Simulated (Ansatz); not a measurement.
# Cu: an SCF session

Aim: a converged single point of Cu at the given geometry. System: Cu, the deposited crystal structure (space group Fm-3m); the cell holds 1 atom. Source: COD entry 4313203.

Method: DFT PBE, PAW, plane waves, scalar-relativistic, in Ansatz 0.2.0.

### Step 1. The starting structure

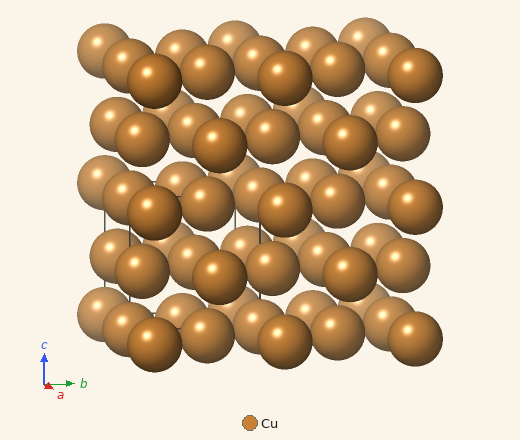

The starting structure, seen slightly off an axis (copper orange). 2×2×2 cells are drawn. Atoms on the faces are drawn again on the opposite ones. The cell drawn here is the conventional one, which holds 4 of the cells typed in the input.

Coordinates:

```cif
data_structure
_symmetry_space_group_name_H-M 'Fm-3m'
_symmetry_Int_Tables_number 225
_cell_length_a 3.5835
_cell_length_b 3.5835
_cell_length_c 3.5835
_cell_angle_alpha 90.000
_cell_angle_beta 90.000
_cell_angle_gamma 90.000
_cell_volume 46.02
loop_
_atom_site_label
_atom_site_type_symbol
_atom_site_symmetry_multiplicity
_atom_site_Wyckoff_symbol
_atom_site_fract_x
_atom_site_fract_y
_atom_site_fract_z
_atom_site_occupancy
Cu1 Cu 4 a 0.00000 0.00000 0.00000 1
```

Atoms are counted from 1 in the order of input.yaml (Cu1 and so on).

The search for lower states is off throughout, and inputs that name a mixer don't switch to direct minimisation unless they say so. Spin polarisation is off.

### Step 2. The run, with linear mixing, β 1.0, Kerker

Input file input.yaml:

```yaml
crystal:
  lattice:
    - [0.0, 1.79174, 1.79174]
    - [1.79174, 0.0, 1.79174]
    - [1.79174, 1.79174, 0.0]
  atoms:
    - { symbol: Cu, position: [0.0, 0.0, 0.0] }
hamiltonian:
  xc: pbe
  pseudopotentials: { kind: paw }
basis:
  ecutwfc: 420
kpoints:
  mp_grid: { grid: [12, 12, 12] }
scf:
  occupations: { method: fermi_dirac, width: 0.05 }
  lower_state_search: "off"
  algorithm: density_mixing
  max_iter: 50
  mixing: { algorithm: anderson, ndim: 1, beta: 1.0, preconditioner: kerker }
output:
  forces: true
  stress: true
```

Launch:

```console
$ ansatz run input.yaml --threads 2 --pin off --max-ram 5120MiB --backend cpu --events-out ev --progress --plain --runs-dir out
```

Output:

```text
Engine: ansatz 0.2.0, x86_64-unknown-linux-gnu
Pseudopotentials: kind: paw
Pseudopotential: Cu, paw, valence charge 19, recommended cutoff 420 eV (normal), Cu.paw.azcp
Functional definition: PBE
  parameter kappa = 0.804
  parameter beta = 0.06672455060314922
  exchange = pbe_x(kappa = kappa, mu = beta*pi^2/3)
  correlation = pbe_c(beta = beta)
Crystal: 1 atoms, lattice volume = 11.504 Å³
Basis set: ecut = 420 eV, 229 PW (Γ), exchange–correlation on 36×36×36 points (8 copies of the dense FFT grid, shifted against one another)
Bands: 14, of which v1, the nominal top of the filled ones, is band 10 counted from 1 (9 counted from 0)
Symmetry: 48 space group operations
Space group: Fm-3m (ITA 225), of the structure as read, at distance tolerance 2.3e-5 Å
k-points: 72 of 1728
Non-local potential: Cu, projectors of the file, l = 0: 3, l = 1: 2, l = 2: 3, l = 3: 1
PAW form: soft (Blöchl's): semilocal exchange-correlation on the pseudo side does not see the compensation charge
PAW one-centre angular grid: Cu, 590 points (default); XC on 64 Gauss nodes
Initial density: superposition of atomic densities (neutral atoms: chi_scale 0, normalization atom), corrected by the library's trained network
Initial wavefunctions: pseudopotential atomic-orbital guess
Functional: x = pbe(κ = 0.804, μ = 0.2195149727645171), c = pbe(β = 0.06672455060314922)
SCF iter   1: F=—  HF=-6625.164039 eV  |F-HF|=—  |Δ(HF+E_count)|=         —  Δρ=7.42e-4  dr2=1.22e-5  ethr=1.77e-3  ⟨swp⟩=5.7  Hψ=5097  notcnv=0
SCF iter   2: F=—  HF=-6625.164177 eV  |F-HF|=—  |Δ(HF+E_count)|=   1.38e-4  Δρ=1.55e-4  dr2=1.22e-6  ethr=6.41e-8  ⟨swp⟩=3.1  Hψ=2576  notcnv=0
SCF iter   3: F=—  HF=-6625.164180 eV  |F-HF|=—  |Δ(HF+E_count)|=   2.62e-6  Δρ=2.81e-4  dr2=4.39e-6  ethr=6.42e-9  ⟨swp⟩=2.0  Hψ=1671  notcnv=0
SCF iter   4: F=—  HF=-6625.164186 eV  |F-HF|=—  |Δ(HF+E_count)|=   6.18e-6  Δρ=5.88e-4  dr2=1.96e-5  ethr=6.42e-9  ⟨swp⟩=2.1  Hψ=1693  notcnv=0
SCF iter   5: F=—  HF=-6625.164224 eV  |F-HF|=—  |Δ(HF+E_count)|=   3.82e-5  Δρ=1.49e-3  dr2=1.27e-4  ethr=6.42e-9  ⟨swp⟩=3.0  Hψ=2004  notcnv=0
SCF iter   6: F=—  HF=-6625.164462 eV  |F-HF|=—  |Δ(HF+E_count)|=   2.38e-4  Δρ=3.73e-3  dr2=7.99e-4  ethr=6.42e-9  ⟨swp⟩=3.2  Hψ=2339  notcnv=0
SCF iter   7: F=—  HF=-6625.165950 eV  |F-HF|=—  |Δ(HF+E_count)|=   1.49e-3  Δρ=9.32e-3  dr2=4.98e-3  ethr=6.42e-9  ⟨swp⟩=4.2  Hψ=3040  notcnv=0
SCF iter   8: F=—  HF=-6625.175230 eV  |F-HF|=—  |Δ(HF+E_count)|=   9.28e-3  Δρ=2.33e-2  dr2=3.11e-2  ethr=6.42e-9  ⟨swp⟩=4.7  Hψ=3281  notcnv=0
[... 36 lines left out ...]
SCF iter  45: F=—  HF=-7020.965041 eV  |F-HF|=—  |Δ(HF+E_count)|=    1.43e2  Δρ=2.70e0  dr2=3.50e2  ethr=6.42e-9  ⟨swp⟩=13.4  Hψ=9783  notcnv=0  defer=24
SCF iter  46: F=—  HF=-7163.545653 eV  |F-HF|=—  |Δ(HF+E_count)|=    1.43e2  Δρ=2.70e0  dr2=3.50e2  ethr=6.42e-9  ⟨swp⟩=9.7  Hψ=7696  notcnv=0  defer=3
SCF iter  47: F=—  HF=-7020.964929 eV  |F-HF|=—  |Δ(HF+E_count)|=    1.43e2  Δρ=2.70e0  dr2=3.50e2  ethr=6.42e-9  ⟨swp⟩=13.3  Hψ=9705  notcnv=0  defer=24
SCF iter  48: F=—  HF=-7163.545614 eV  |F-HF|=—  |Δ(HF+E_count)|=    1.43e2  Δρ=2.70e0  dr2=3.50e2  ethr=6.42e-9  ⟨swp⟩=1.6  Hψ=9036  notcnv=0
SCF iter  49: F=—  HF=-7020.965074 eV  |F-HF|=—  |Δ(HF+E_count)|=    1.43e2  Δρ=2.70e0  dr2=3.50e2  ethr=6.42e-9  ⟨swp⟩=9.7  Hψ=17247  notcnv=0
SCF iter  50: F=—  HF=-7163.545692 eV  |F-HF|=—  |Δ(HF+E_count)|=    1.43e2  Δρ=2.70e0  dr2=3.50e2  ethr=6.42e-9  ⟨swp⟩=5.8  Hψ=15868  notcnv=0
Error: did not converge after 50 iterations: onsite_residual = 6.85e2 (threshold 1.00e-7), under the density mixer `anderson`; raise `scf.max_iter`, which need not help a stalled SCF, or adjust the mixing (`scf.mixing`) or, under a smearing, its width (`scf.occupations.width`, in either direction: another width is another result); this SCF holds its density and magnetisation to the symmetry operations that it keeps, and cannot end on a state that breaks one of them: if the state sought breaks one, re-run with `crystal.symmetry.detect: false`, without `crystal.symmetry.time_reversal: true`, on a non-collinear deck whose state breaks time reversal, with `crystal.symmetry.time_reversal: false` beside it (there exact exchange or a DFT+U term alone can polarise the run; a magnetic state wants starting moments), where the deck allows it (that run may end on another state, and need not converge either); this run sums exchange and correlation on more points than the dense box has (`basis.xc_grid`), where a deck that converges on the dense box may not converge: try another level (where the key is left out runs that use forces, runs that use the stress, dielectric runs by a finite field, finite-displacement phonons, runs of phonons.displacement_patterns under a GGA or a meta-GGA, phonons by method: dfpt, dielectric runs by the response, runs on support functions, runs on PAW files under a meta-GGA or a hybrid on one, runs at kind: all_electron or under a hybrid on a GGA, runs under a text's formulas of a gradient, and runs on PAW files that evaluate rPW86 or Becke's exchange or LYP's correlation can take a finer level, which can go by the root key accuracy; a number is taken as typed), or, where it is served, `1`, the dense box, on which forces and the stress change with where the atoms sit on the grid; a lower level also moves a field's Born charges, by the response (dielectric, § Limitations, in the input reference) or by a finite field; under a meta-GGA, try another mixer (`scf.mixing.algorithm: broyden`); mind that the stability of the state on which such a run converges can go unchecked at the default of `scf.lower_state_search`; see `basis.xc_grid`, Limitations
```

It took 4.3 s on 2 threads of Intel Xeon 6975P-C (Granite Rapids), shared host; peak memory 0.26 GiB.

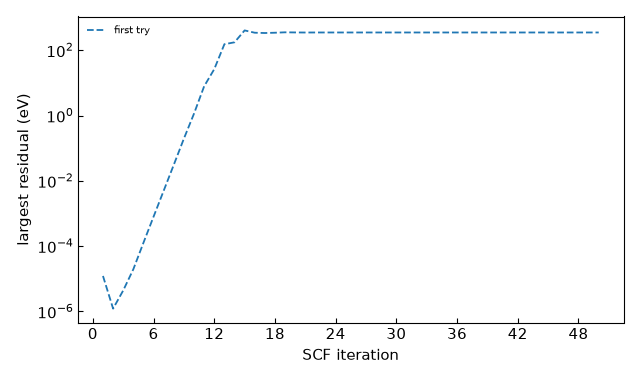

Residual along the iterations of the first try.

### Step 3. What went wrong

No result: the run hit its iteration limit. The run falls into a two-step cycle: it jumps between two densities whose energy estimates differ by 140 eV, so each step overshoots and the next one undoes it. The test that isn't met at the end is that of the on-site occupations (residual 6.85e2 eV).

Remedies tried next, one at a time: β lowered to 0.25; a switch to direct minimisation allowed after 20 iterations, with a limit of 50; mixing history raised to 8; preconditioner removed; back to the default settings.

### Step 4. β lowered to 0.25

Changes to input.yaml since step 2:

```diff
@@ -19,3 +19,3 @@
   max_iter: 50
-  mixing: { algorithm: anderson, ndim: 1, beta: 1.0, preconditioner: kerker }
+  mixing: { algorithm: anderson, ndim: 1, beta: 0.25, preconditioner: kerker }
 output:
```

Launch:

```console
$ ansatz run input.yaml --threads 2 --pin off --max-ram 5120MiB --backend cpu --events-out ev --progress --plain --runs-dir out
```

Output (excerpt; [...] marks lines left out):

```text
[... 20 lines as in an earlier run ...]
SCF iter   1: F=—  HF=-6625.164039 eV  |F-HF|=—  |Δ(HF+E_count)|=         —  Δρ=7.42e-4  dr2=1.22e-5  ethr=1.77e-3  ⟨swp⟩=5.7  Hψ=5097  notcnv=0
[...]
SCF iter  12: F=-6625.164179 eV  HF=-6625.164178 eV  |F-HF|=2.87e-7  |Δ(HF+E_count)|=   1.75e-7  Δρ=5.63e-5  dr2=7.60e-8  ethr=5.26e-10  ⟨swp⟩=3.1  Hψ=2447  notcnv=0
[...]
SCF converged after 12 iterations
Stability not checked: this state was not tested for a lower state beside it, because the mixer in use, unlike msr1, does not test its closes by its own steps (another_mixer; see scf.mixing.algorithm and scf.lower_state_search)
Free energy (F): -6625.164179 eV
[...]
E sigma→0 (E₀):  -6625.162901 eV
Entropy (-TS):   -0.002555 eV (-2.555 meV/atom)
Fermi energy:    17.274008 eV
[...]
--- Forces (eV/Å), atoms counted from 1 ---
  atom   1  Cu     0.00000000    -0.00000000    -0.00000000
[...]
--- Stress (GPa, compression-positive) ---
        5.889643       0.000000       0.000000
        0.000000       5.889643       0.000000
        0.000000      -0.000000       5.889643
  P = ⅓ Tr σ = 5.8896 GPa (58.896 kbar)
```

Run time: 0.7 s. Hardware: 2 threads of Intel Xeon 6975P-C (Granite Rapids), shared host; peak memory 0.27 GiB.

This works: 12 iterations, with no gap on the k-mesh.

### Step 5. A switch to direct minimisation allowed after 20 iterations, with a limit of 50

Changes to input.yaml since step 2:

```diff
@@ -20,2 +20,3 @@
   mixing: { algorithm: anderson, ndim: 1, beta: 1.0, preconditioner: kerker }
+  convergence: { dm_fallback: { after: 20 } }
 output:
```

Launch:

```console
$ ansatz run input.yaml --threads 2 --pin off --max-ram 5120MiB --backend cpu --events-out ev --progress --plain --runs-dir out
```

Output (excerpt; [...] marks lines left out):

```text
[... 20 lines as in an earlier run ...]
SCF iter   1: F=—  HF=-6625.164039 eV  |F-HF|=—  |Δ(HF+E_count)|=         —  Δρ=7.42e-4  dr2=1.22e-5  ethr=1.77e-3  ⟨swp⟩=5.7  Hψ=5097  notcnv=0
[...]
WARN: density mixing stalled (dr2 = 3.51e2 eV after 20 iterations); switching to direct minimisation
[...]
SCF iter  27: F=-6625.164179 eV  HF=-6625.164179 eV  |F-HF|=2.90e-8  |Δ(HF+E_count)|=   4.30e-7  Δρ=1.31e-5  dr2=6.98e-9  ethr=5.26e-10  ⟨swp⟩=5.5  Hψ=6546  notcnv=0
[...]
SCF converged after 27 iterations
Stability not checked: this state was not tested for a lower state beside it, because a direct minimisation reached the state, and no test of it is asked (direct_minimisation; see scf.lower_state_search)
Free energy (F): -6625.164179 eV
[...]
E sigma→0 (E₀):  -6625.162901 eV
Entropy (-TS):   -0.002555 eV (-2.555 meV/atom)
Fermi energy:    17.274026 eV
[... 28 lines left out: energy terms, forces, stress, bands ...]
```

Run time: 3.8 s. Hardware: 2 threads of Intel Xeon 6975P-C (Granite Rapids), shared host; peak memory 0.3 GiB.

This works: 27 iterations, with no gap on the k-mesh. Against step 4: the same free energy.

### Step 6. Mixing history raised to 8

Changes to input.yaml since step 2:

```diff
@@ -19,3 +19,3 @@
   max_iter: 50
-  mixing: { algorithm: anderson, ndim: 1, beta: 1.0, preconditioner: kerker }
+  mixing: { algorithm: anderson, ndim: 8, beta: 1.0, preconditioner: kerker }
 output:
```

Launch:

```console
$ ansatz run input.yaml --threads 2 --pin off --max-ram 5120MiB --backend cpu --events-out ev --progress --plain --runs-dir out
```

Output (excerpt; [...] marks lines left out):

```text
[... 20 lines as in an earlier run ...]
SCF iter   1: F=—  HF=-6625.164039 eV  |F-HF|=—  |Δ(HF+E_count)|=         —  Δρ=7.42e-4  dr2=1.22e-5  ethr=1.77e-3  ⟨swp⟩=5.7  Hψ=5097  notcnv=0
[...]
SCF iter   7: F=-6625.164179 eV  HF=-6625.164179 eV  |F-HF|=2.09e-8  |Δ(HF+E_count)|=   9.21e-8  Δρ=1.54e-5  dr2=1.44e-8  ethr=5.26e-10  ⟨swp⟩=2.6  Hψ=3480  notcnv=0
[...]
SCF converged after 7 iterations
[... 1 line as in an earlier run ...]
Free energy (F): -6625.164179 eV
[...]
E sigma→0 (E₀):  -6625.162901 eV
Entropy (-TS):   -0.002555 eV (-2.555 meV/atom)
Fermi energy:    17.274019 eV
[... 23 lines left out: energy terms, forces, stress ...]
```

Run time: 0.81 s. Hardware: 2 threads of Intel Xeon 6975P-C (Granite Rapids), shared host; peak memory 0.27 GiB.

This works: 7 iterations, with no gap on the k-mesh. Against step 4: the same free energy.

### Step 7. Preconditioner removed

Changes to input.yaml since step 2:

```diff
@@ -19,3 +19,3 @@
   max_iter: 50
-  mixing: { algorithm: anderson, ndim: 1, beta: 1.0, preconditioner: kerker }
+  mixing: { algorithm: anderson, ndim: 1, beta: 1.0, preconditioner: none }
 output:
```

Launch:

```console
$ ansatz run input.yaml --threads 2 --pin off --max-ram 5120MiB --backend cpu --events-out ev --progress --plain --runs-dir out
```

Output:

```text
[... 20 lines as in an earlier run ...]
SCF iter   1: F=—  HF=-6625.164039 eV  |F-HF|=—  |Δ(HF+E_count)|=         —  Δρ=7.42e-4  dr2=1.22e-5  ethr=1.77e-3  ⟨swp⟩=5.7  Hψ=5097  notcnv=0
SCF iter   2: F=—  HF=-6625.164179 eV  |F-HF|=—  |Δ(HF+E_count)|=   1.40e-4  Δρ=2.66e-4  dr2=4.31e-6  ethr=6.41e-8  ⟨swp⟩=3.0  Hψ=2576  notcnv=0
SCF iter   3: F=—  HF=-6625.164188 eV  |F-HF|=—  |Δ(HF+E_count)|=   8.41e-6  Δρ=7.44e-4  dr2=3.46e-5  ethr=2.27e-8  ⟨swp⟩=2.0  Hψ=1680  notcnv=0
SCF iter   4: F=—  HF=-6625.164302 eV  |F-HF|=—  |Δ(HF+E_count)|=   1.14e-4  Δρ=2.72e-3  dr2=4.59e-4  ethr=2.27e-8  ⟨swp⟩=3.1  Hψ=1945  notcnv=0
SCF iter   5: F=—  HF=-6625.165853 eV  |F-HF|=—  |Δ(HF+E_count)|=   1.55e-3  Δρ=1.00e-2  dr2=6.23e-3  ethr=2.27e-8  ⟨swp⟩=3.3  Hψ=2620  notcnv=0
SCF iter   6: F=—  HF=-6625.186955 eV  |F-HF|=—  |Δ(HF+E_count)|=   2.11e-2  Δρ=3.71e-2  dr2=8.54e-2  ethr=2.27e-8  ⟨swp⟩=4.0  Hψ=3107  notcnv=0
SCF iter   7: F=—  HF=-6625.470899 eV  |F-HF|=—  |Δ(HF+E_count)|=   2.84e-1  Δρ=1.32e-1  dr2=1.08e0  ethr=2.27e-8  ⟨swp⟩=5.0  Hψ=4298  notcnv=0  defer=2
SCF iter   8: F=—  HF=-6629.254246 eV  |F-HF|=—  |Δ(HF+E_count)|=    3.78e0  Δρ=5.14e-1  dr2=1.65e1  ethr=2.27e-8  ⟨swp⟩=6.3  Hψ=5118  notcnv=0  defer=18
[... 37 lines left out ...]
SCF iter  45: F=—  HF=-8339.559145 eV  |F-HF|=—  |Δ(HF+E_count)|=    7.19e2  Δρ=5.46e0  dr2=1.73e3  ethr=2.27e-8  ⟨swp⟩=11.8  Hψ=11658  notcnv=0  defer=299
SCF iter  46: F=—  HF=-7620.375197 eV  |F-HF|=—  |Δ(HF+E_count)|=    7.19e2  Δρ=5.46e0  dr2=1.73e3  ethr=2.27e-8  ⟨swp⟩=9.7  Hψ=10972  notcnv=0  defer=98
SCF iter  47: F=—  HF=-8339.559800 eV  |F-HF|=—  |Δ(HF+E_count)|=    7.19e2  Δρ=5.46e0  dr2=1.73e3  ethr=2.27e-8  ⟨swp⟩=11.7  Hψ=11850  notcnv=0  defer=305
SCF iter  48: F=—  HF=-7620.374480 eV  |F-HF|=—  |Δ(HF+E_count)|=    7.19e2  Δρ=5.46e0  dr2=1.73e3  ethr=2.27e-8  ⟨swp⟩=11.8  Hψ=20941  notcnv=0
SCF iter  49: F=—  HF=-8339.558687 eV  |F-HF|=—  |Δ(HF+E_count)|=    7.19e2  Δρ=5.46e0  dr2=1.73e3  ethr=2.27e-8  ⟨swp⟩=16.1  Hψ=29920  notcnv=0
SCF iter  50: F=—  HF=-7620.374716 eV  |F-HF|=—  |Δ(HF+E_count)|=    7.19e2  Δρ=5.46e0  dr2=1.73e3  ethr=2.27e-8  ⟨swp⟩=11.8  Hψ=24636  notcnv=0
Error: did not converge after 50 iterations: dr2 = 1.73e3 (threshold 1.00e-7), under the density mixer `anderson`; the orbitals of its last iteration put 2.25e0 electrons in one spin orbital (not within the limit of 2 on a converged state, `one_centre_occupation`), on the Cu atom at site 0 (counted from 0), in its partial waves of l = 1; raise `scf.max_iter`, which need not help a stalled SCF, or adjust the mixing (`scf.mixing`) or, under a smearing, its width (`scf.occupations.width`, in either direction: another width is another result); this SCF holds its density and magnetisation to the symmetry operations that it keeps, and cannot end on a state that breaks one of them: if the state sought breaks one, re-run with `crystal.symmetry.detect: false`, without `crystal.symmetry.time_reversal: true`, on a non-collinear deck whose state breaks time reversal, with `crystal.symmetry.time_reversal: false` beside it (there exact exchange or a DFT+U term alone can polarise the run; a magnetic state wants starting moments), where the deck allows it (that run may end on another state, and need not converge either); this run sums exchange and correlation on more points than the dense box has (`basis.xc_grid`), where a deck that converges on the dense box may not converge: try another level (where the key is left out runs that use forces, runs that use the stress, dielectric runs by a finite field, finite-displacement phonons, runs of phonons.displacement_patterns under a GGA or a meta-GGA, phonons by method: dfpt, dielectric runs by the response, runs on support functions, runs on PAW files under a meta-GGA or a hybrid on one, runs at kind: all_electron or under a hybrid on a GGA, runs under a text's formulas of a gradient, and runs on PAW files that evaluate rPW86 or Becke's exchange or LYP's correlation can take a finer level, which can go by the root key accuracy; a number is taken as typed), or, where it is served, `1`, the dense box, on which forces and the stress change with where the atoms sit on the grid; a lower level also moves a field's Born charges, by the response (dielectric, § Limitations, in the input reference) or by a finite field; under a meta-GGA, try another mixer (`scf.mixing.algorithm: broyden`); mind that the stability of the state on which such a run converges can go unchecked at the default of `scf.lower_state_search`; see `basis.xc_grid`, Limitations
```

Wall time 5.8 s (2 threads of Intel Xeon 6975P-C (Granite Rapids), shared host); peak memory 0.26 GiB.

The SCF did not close, and its last energies mean nothing for the material. The run falls into a two-step cycle: it jumps between two densities whose energy estimates differ by 720 eV, so each step overshoots and the next one undoes it.

### Step 8. Back to the default settings

Changes to input.yaml since step 2:

```diff
@@ -17,5 +17,2 @@
   lower_state_search: "off"
-  algorithm: density_mixing
-  max_iter: 50
-  mixing: { algorithm: anderson, ndim: 1, beta: 1.0, preconditioner: kerker }
 output:
```

Launch:

```console
$ ansatz run input.yaml --threads 2 --pin off --max-ram 5120MiB --backend cpu --events-out ev --progress --plain --runs-dir out
```

Its history (converged in 6 iterations):

| iteration | Harris–Foulkes energy + 6626 (eV) | density residual (eV) |
| --- | --- | --- |
| 1 | 0.8360 | 1.22e-05 |
| 2 | 0.8358 | 3.18e-06 |
| 3 | 0.8358 | 4.58e-07 |
| 4 | 0.8358 | 7.82e-09 |
| 5 | 0.8358 | 2.87e-10 |
| 6 | 0.8358 | 1.37e-12 |

Wall time 0.62 s (2 threads of Intel Xeon 6975P-C (Granite Rapids), shared host); peak memory 0.29 GiB.

This works: 6 iterations, with no gap on the k-mesh. Against step 4: the same free energy.

### Step 9. The histories together

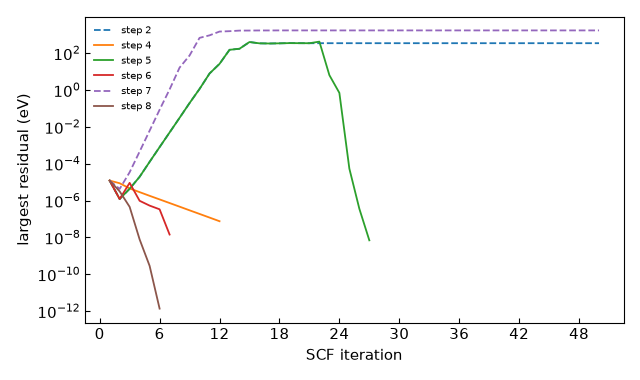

Residual along the iterations; dashed runs failed.

### Step 10. What came out

```
                                                                               quantity                              value
                                                                              first try  not converged after 50 iterations
                                                              step 4: β lowered to 0.25         converged in 12 iterations
step 5: a switch to direct minimisation allowed after 20 iterations, with a limit of 50         converged in 27 iterations
                                                     step 6: mixing history raised to 8          converged in 7 iterations
                                                         step 7: preconditioner removed  not converged after 50 iterations
                                                           step 8: the default settings          converged in 6 iterations
                                                                state reached in step 8               no gap on the k-mesh
                                                                    largest force there                         0.000 eV/Å
```

What this shows: Simple mixing is stable only while β stays under 2 divided by the largest eigenvalue of the (preconditioned) dielectric matrix; here it overshoots. The run converges under 4 of the 5 changes tried; with “the default settings” it takes 6 iterations. No help: preconditioner removed (cycles).
